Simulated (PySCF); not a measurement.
## Ru2 (charge +1): single-point calculation

- system: Ru2, charge +1, multiplicity 2
- method: ROKS-mn15/lanl2dz (PySCF 2.14.0)

The run did not end well.

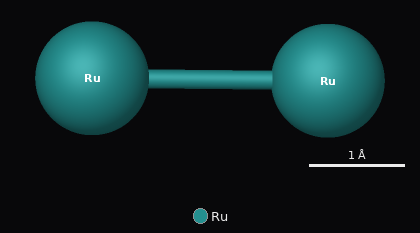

**Figure 1.** The structure as given in the input (ball-and-stick view, seen on its broad side). Sticks mark near contacts. Bond lengths as drawn: Ru–Ru 2.49 Å.

What the run reported

```tsv
quantity	value
outcome	not converged
SCF energy	−95.115620 hartree
hardware	1 CPU thread, shared host
wall time	25 s
```

Diagnosis

Some settings of this run were drawn to be unusual or wrong. The run did not converge. Its last values are not results. The SCF reached its limit of 50 cycles.

Input
```python
from pyscf import gto, dft

mol = gto.M(
    atom='Ru 0 0 0; Ru 0 0 2.49',
    basis='lanl2dz',
    ecp={'Ru': 'lanl2dz'},
    charge=1,
    spin=1,
    verbose=4,
)
mf = dft.ROKS(mol, xc='mn15')
mf.diis = False
mf.kernel()
mf.dip_moment()
print('orbital energies (hartree):', mf.mo_energy[..., max(0, mol.nelec[1]-3):mol.nelec[0]+3].round(4))
```

Command:
```bash
OMP_NUM_THREADS=1 python input.py
```

The program's output
```
PySCF version 2.14.0

[INPUT] verbose = 4
[INPUT] num. atoms = 2
[INPUT] num. electrons = 31
[INPUT] charge = 1
[INPUT] spin (= nelec alpha-beta = 2S) = 1
[INPUT] symmetry False subgroup None
[INPUT] Mole.unit = angstrom
[INPUT] Symbol           X                Y                Z      unit          X                Y                Z       unit  Magmom
[INPUT]  1 Ru     0.000000000000   0.000000000000   0.000000000000 AA    0.000000000000   0.000000000000   0.000000000000 Bohr   0.0
[INPUT]  2 Ru     0.000000000000   0.000000000000   2.490000000000 AA    0.000000000000   0.000000000000   4.705418050167 Bohr   0.0

nuclear repulsion = 54.4053678696867
number of shells = 14
number of NR pGTOs = 86
number of NR cGTOs = 44
basis = lanl2dz
ecp = {'Ru': 'lanl2dz'}

******** <class 'pyscf.dft.roks.ROKS'> ********
method = ROKS
initial guess = minao
damping factor = 0
level_shift factor = 0
DIIS disabled
SCF conv_tol = 1e-09
SCF conv_tol_grad = None
SCF max_cycles = 50
direct_scf = True
direct_scf_tol = 1e-13
num. doubly occ = 15  num. singly occ = 1
XC library pyscf.dft.libxc version 7.0.0
    S. Lehtola, C. Steigemann, M. J.T. Oliveira, and M. A.L. Marques.,  SoftwareX 7, 1–5 (2018)
XC functionals = mn15
    H. S. Yu, X. He, S. L. Li, and D. G. Truhlar.,  Chem. Sci. 7, 5032-5051 (2016)
    H. S. Yu, X. He, S. L. Li, and D. G. Truhlar.,  Chem. Sci. 7, 5032-5051 (2016)
radial grids:
    Treutler-Ahlrichs [JCP 102, 346 (1995); DOI:10.1063/1.469408] (M4) radial grids

becke partition: Becke, JCP 88, 2547 (1988); DOI:10.1063/1.454033
pruning grids: <function nwchem_prune>
grids dens level: 3
symmetrized grids: False
atomic radii adjust function: <function treutler_atomic_radii_adjust>
small_rho_cutoff = 0
Set gradient conv threshold to 3.16228e-05
tot grids = 44352
init E= -184.992518132725
  HOMO = 0.192390923430923  LUMO = 0.212664517604624  gap/eV = 0.55167
cycle= 1 E= -162.429412466253  delta_E= 22.6  |g|= 4.51  |ddm|= 48.2
  HOMO = -3.86760659490913  LUMO = -3.86547911361278  gap/eV = 0.05789
cycle= 2 E= -184.294564885326  delta_E= -21.9  |g|= 2.12  |ddm|= 47.8

WARN: HOMO -0.0418079710649659 >= LUMO -0.0418079710649624

cycle= 3 E= -169.028666480956  delta_E= 15.3  |g|= 4.94  |ddm|= 9.43

WARN: HOMO -3.27727126550604 >= LUMO -3.27652902108708

cycle= 4 E= -184.398907732401  delta_E= -15.4  |g|= 2.07  |ddm|= 9.38

WARN: HOMO -0.0451061067314766 >= LUMO -0.045378193962372

cycle= 5 E= -172.591950951121  delta_E= 11.8  |g|= 4.59  |ddm|= 7.84

WARN: HOMO -2.93043616630366 >= LUMO -2.93001315555951

cycle= 6 E= -184.572442911203  delta_E=  -12  |g|= 2.03  |ddm|= 7.79

WARN: HOMO -0.0219579728024142 >= LUMO -0.0461173296352717

cycle= 7 E= -175.403242812481  delta_E= 9.17  |g|= 4.54  |ddm|= 5.82

WARN: HOMO -2.35322359612429 >= LUMO -2.38244969684409

cycle= 8 E= -182.009889802262  delta_E= -6.61  |g|= 2.36  |ddm|= 5.69

WARN: HOMO -0.1370047898778 >= LUMO -0.136907607249095

cycle= 9 E= -144.989560735753  delta_E=   37  |g|= 8.58  |ddm|= 9.95

WARN: HOMO -1.30202929027132 >= LUMO -1.3017265350786

cycle= 10 E= -96.1047878135734  delta_E= 48.9  |g|= 3.94  |ddm|= 12.3

WARN: HOMO -1.7089898853634 >= LUMO -1.72390496653829

cycle= 11 E= -95.1231868389197  delta_E= 0.982  |g|= 3.67  |ddm|= 13.4

WARN: HOMO -1.71918615506956 >= LUMO -1.73413248166073

cycle= 12 E= -95.1156229386083  delta_E= 0.00756  |g|= 3.66  |ddm|= 14.1

WARN: HOMO -1.7192540989114 >= LUMO -1.73395568989185

cycle= 13 E= -95.1156233926229  delta_E= -4.54e-07  |g|= 3.66  |ddm|= 14.1

WARN: HOMO -1.71922214526864 >= LUMO -1.73393678524792

cycle= 14 E= -95.1156248139662  delta_E= -1.42e-06  |g|= 3.66  |ddm|= 14.1

WARN: HOMO -1.71920227689055 >= LUMO -1.73392812513621

cycle= 15 E= -95.1156278849045  delta_E= -3.07e-06  |g|= 3.66  |ddm|= 14.1

WARN: HOMO -1.71918689281843 >= LUMO -1.73392226685921

cycle= 16 E= -95.1156286010664  delta_E= -7.16e-07  |g|= 3.66  |ddm|= 14.1

WARN: HOMO -1.71917579543107 >= LUMO -1.73391917614988

cycle= 17 E= -95.1156279979307  delta_E= 6.03e-07  |g|= 3.66  |ddm|= 14.1

WARN: HOMO -1.71916791279517 >= LUMO -1.73391814364982

cycle= 18 E= -95.1156269105674  delta_E= 1.09e-06  |g|= 3.66  |ddm|= 14.1

WARN: HOMO -1.7191623811113 >= LUMO -1.73391854370814

cycle= 19 E= -95.1156257413478  delta_E= 1.17e-06  |g|= 3.66  |ddm|= 14.1

WARN: HOMO -1.71915854810814 >= LUMO -1.73391988820275

cycle= 20 E= -95.1156246628366  delta_E= 1.08e-06  |g|= 3.66  |ddm|= 14.1

WARN: HOMO -1.71915593801112 >= LUMO -1.73392182253259

cycle= 21 E= -95.1156237388679  delta_E= 9.24e-07  |g|= 3.66  |ddm|= 14.1

WARN: HOMO -1.71915420673783 >= LUMO -1.73392409722187

cycle= 22 E= -95.1156229892849  delta_E= 7.5e-07  |g|= 3.66  |ddm|= 14.1

WARN: HOMO -1.71915310406775 >= LUMO -1.73392653632452

cycle= 23 E= -95.1156224097612  delta_E= 5.8e-07  |g|= 3.66  |ddm|= 14.1

WARN: HOMO -1.7191524470244 >= LUMO -1.73392901480492

cycle= 24 E= -95.1156219798944  delta_E= 4.3e-07  |g|= 3.66  |ddm|= 14.1

WARN: HOMO -1.71915210167635 >= LUMO -1.73393144436968

cycle= 25 E= -95.1156216705503  delta_E= 3.09e-07  |g|= 3.66  |ddm|= 14.1

WARN: HOMO -1.7191519702994 >= LUMO -1.73393376440422

cycle= 26 E= -95.115621450442  delta_E= 2.2e-07  |g|= 3.66  |ddm|= 14.1

WARN: HOMO -1.71915198203732 >= LUMO -1.73393593564055

cycle= 27 E= -95.115621290874  delta_E= 1.6e-07  |g|= 3.66  |ddm|= 14.1

WARN: HOMO -1.71915208598502 >= LUMO -1.73393793531371

cycle= 28 E= -95.1156211683907  delta_E= 1.22e-07  |g|= 3.66  |ddm|= 14.1

WARN: HOMO -1.7191522460113 >= LUMO -1.73393975322762

cycle= 29 E= -95.1156210656666  delta_E= 1.03e-07  |g|= 3.66  |ddm|= 14.1

WARN: HOMO -1.7191524368642 >= LUMO -1.73394138848546

cycle= 30 E= -95.1156209711898  delta_E= 9.45e-08  |g|= 3.66  |ddm|= 14.1

WARN: HOMO -1.71915264123754 >= LUMO -1.73394284677709

cycle= 31 E= -95.1156208782811  delta_E= 9.29e-08  |g|= 3.66  |ddm|= 14.1

WARN: HOMO -1.71915284757017 >= LUMO -1.73394413817202

cycle= 32 E= -95.1156207838738  delta_E= 9.44e-08  |g|= 3.66  |ddm|= 14.1

WARN: HOMO -1.71915304840402 >= LUMO -1.73394527537276

cycle= 33 E= -95.1156206873303  delta_E= 9.65e-08  |g|= 3.66  |ddm|= 14.1

WARN: HOMO -1.71915323917151 >= LUMO -1.73394627238372

cycle= 34 E= -95.1156205894445  delta_E= 9.79e-08  |g|= 3.66  |ddm|= 14.1

WARN: HOMO -1.71915341730817 >= LUMO -1.73394714353822

cycle= 35 E= -95.1156204916874  delta_E= 9.78e-08  |g|= 3.66  |ddm|= 14.1

WARN: HOMO -1.71915358161178 >= LUMO -1.73394790282584

cycle= 36 E= -95.1156203956899  delta_E= 9.6e-08  |g|= 3.66  |ddm|= 14.1

WARN: HOMO -1.71915373178404 >= LUMO -1.73394856345712

cycle= 37 E= -95.1156203029297  delta_E= 9.28e-08  |g|= 3.66  |ddm|= 14.1

WARN: HOMO -1.71915386810799 >= LUMO -1.73394913761165

cycle= 38 E= -95.1156202145719  delta_E= 8.84e-08  |g|= 3.66  |ddm|= 14.1

WARN: HOMO -1.71915399122284 >= LUMO -1.73394963631815

cycle= 39 E= -95.1156201314208  delta_E= 8.32e-08  |g|= 3.66  |ddm|= 14.1

WARN: HOMO -1.71915410197027 >= LUMO -1.73395006942799

cycle= 40 E= -95.1156200539348  delta_E= 7.75e-08  |g|= 3.66  |ddm|= 14.1

WARN: HOMO -1.71915420129011 >= LUMO -1.73395044564857

cycle= 41 E= -95.1156199822811  delta_E= 7.17e-08  |g|= 3.66  |ddm|= 14.1

WARN: HOMO -1.7191542901524 >= LUMO -1.73395077261475

cycle= 42 E= -95.1156199164021  delta_E= 6.59e-08  |g|= 3.66  |ddm|= 14.1

WARN: HOMO -1.71915436951283 >= LUMO -1.73395105697925

cycle= 43 E= -95.1156198560841  delta_E= 6.03e-08  |g|= 3.66  |ddm|= 14.1

WARN: HOMO -1.71915444028643 >= LUMO -1.73395130451258

cycle= 44 E= -95.115619801013  delta_E= 5.51e-08  |g|= 3.66  |ddm|= 14.1

WARN: HOMO -1.71915450333158 >= LUMO -1.73395152020213

cycle= 45 E= -95.1156197508252  delta_E= 5.02e-08  |g|= 3.66  |ddm|= 14.1

WARN: HOMO -1.71915455944288 >= LUMO -1.73395170834869

cycle= 46 E= -95.1156197051389  delta_E= 4.57e-08  |g|= 3.66  |ddm|= 14.1

WARN: HOMO -1.71915460934788 >= LUMO -1.73395187265436

cycle= 47 E= -95.1156196635775  delta_E= 4.16e-08  |g|= 3.66  |ddm|= 14.1

WARN: HOMO -1.71915465370847 >= LUMO -1.73395201630376

cycle= 48 E= -95.1156196257866  delta_E= 3.78e-08  |g|= 3.66  |ddm|= 14.1

WARN: HOMO -1.71915469312283 >= LUMO -1.73395214203506

cycle= 49 E= -95.1156195914355  delta_E= 3.44e-08  |g|= 3.66  |ddm|= 14.1

WARN: HOMO -1.71915472812983 >= LUMO -1.73395225220373

cycle= 50 E= -95.1156195602245  delta_E= 3.12e-08  |g|= 3.66  |ddm|= 14.1
```

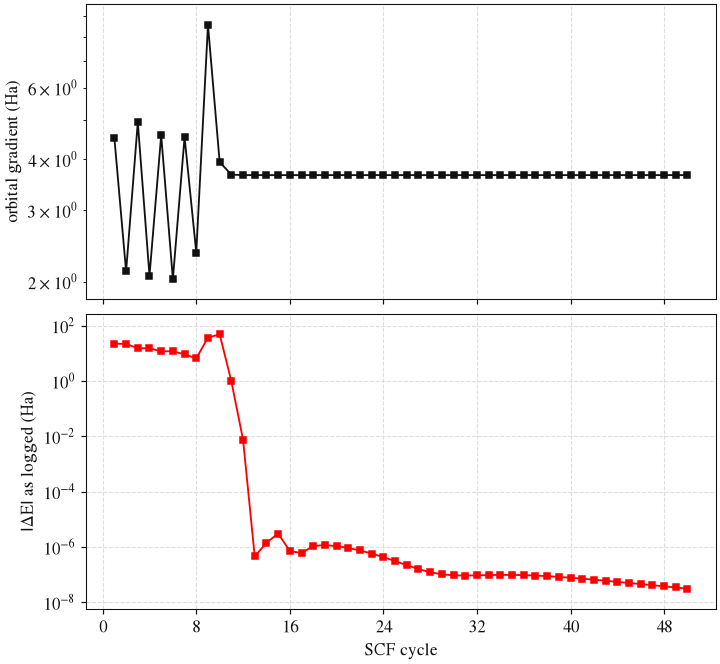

**Figure 2.** Convergence of the self-consistent field: orbital gradient and size of the energy change against the SCF cycle. The residual stalls near 4 and no longer falls.

```
SCF not converged.
SCF energy = -95.1156195602245

WARN: System has nonzero charge 1; the dipole moment is origin-dependent.
Location of origin: [0. 0. 0.]

Dipole moment(X, Y, Z, Debye):  0.00000, -0.00000, -205.59268
orbital energies (hartree): [-2.4467 -2.0662 -2.0615 -1.734  -1.7192 -1.4702 -0.8132]
```
